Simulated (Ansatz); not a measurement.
# C₂H₇InO: basis-set convergence

How large a basis does C₂H₇InO need? Two functionals are run in growing sets.

Program: Ansatz 0.2.0, Gaussian basis. Level of theory: one geometry, several basis sets. These are calculated values, not measurements.

Plan: PBE0-D4/def2-SVP; ωB97M-V/def2-SVP; PBE0-D4/def2-QZVPP; ωB97M-V/def2-QZVPP; the functionals' def2-TZVPP values are taken from earlier runs.

## (1) The geometry

The geometry comes from an earlier relaxation with PBE0-D4 in a triple-zeta def2 set; it is a stationary point, not always the lowest conformer. In takes the def2 core potential; no spin-orbit term is included.

SMILES `C[CH](O)[InH2]`, 11 atoms, charge 0, spin multiplicity 1.

Atoms are counted from 1 here; the program's logs count them from 0.

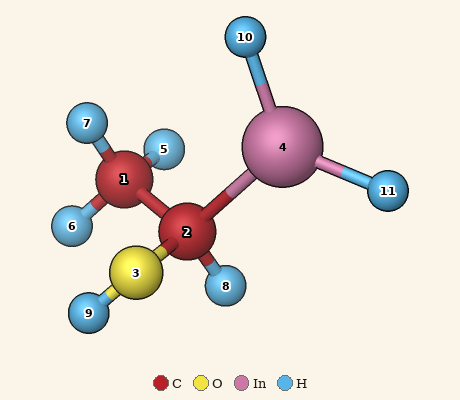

The geometry (carbon red, oxygen yellow, indium pink, hydrogen blue); atoms are numbered from 1 in the order of the file.

## (2) PBE0-D4 in def2-SVP

The input, in.yaml:

```yaml
crystal:
  periodic: [false, false, false]
  atoms:
    - {symbol: C, position_ang: [-0.702466, 1.110056, 0.397188]}
    - {symbol: C, position_ang: [-0.252977, -0.329796, 0.328316]}
    - {symbol: O, position_ang: [0.818582, -0.597539, 1.240406]}
    - {symbol: In, position_ang: [0.762006, -0.944481, -1.508724]}
    - {symbol: H, position_ang: [-1.530061, 1.294914, -0.294283]}
    - {symbol: H, position_ang: [-1.060161, 1.366891, 1.404858]}
    - {symbol: H, position_ang: [0.108285, 1.799076, 0.147783]}
    - {symbol: H, position_ang: [-1.099388, -0.993506, 0.544730]}
    - {symbol: H, position_ang: [0.540982, -0.362548, 2.132958]}
    - {symbol: H, position_ang: [1.727933, 0.235494, -2.327959]}
    - {symbol: H, position_ang: [0.687263, -2.578570, -2.065263]}
basis:
  gaussian: {orbitals: def2-SVP}
hamiltonian: {xc: pbe0, dispersion: d4}
output: {orbitals: {seedname: orbitals}}
```

The run is started by

```bash
$ ansatz run in.yaml --threads 4 --pin off --events-out ev --progress --plain --max-ram 10444MiB
```

The runs that follow: ωB97M-V in def2-SVP; PBE0-D4 in def2-QZVPP; ωB97M-V in def2-QZVPP.

Before running them: what should the planned runs give, taken together? Wanted: PBE0-D4: double and triple zeta above quadruple; ωB97M-V: double and triple zeta above quadruple.

**Answer**, as computed:

| quantity | value |
| --- | --- |
| PBE0-D4: double and triple zeta above quadruple | 5.45, 0.29 eV |
| ωB97M-V: double and triple zeta above quadruple | 5.69, 0.29 eV |

**Reading.** For PBE0-D4 the step from double to triple zeta gains 5.16 eV and the next only 0.29 eV. These are total energies; as a rule much of such shifts cancels in differences, which this series doesn't test.
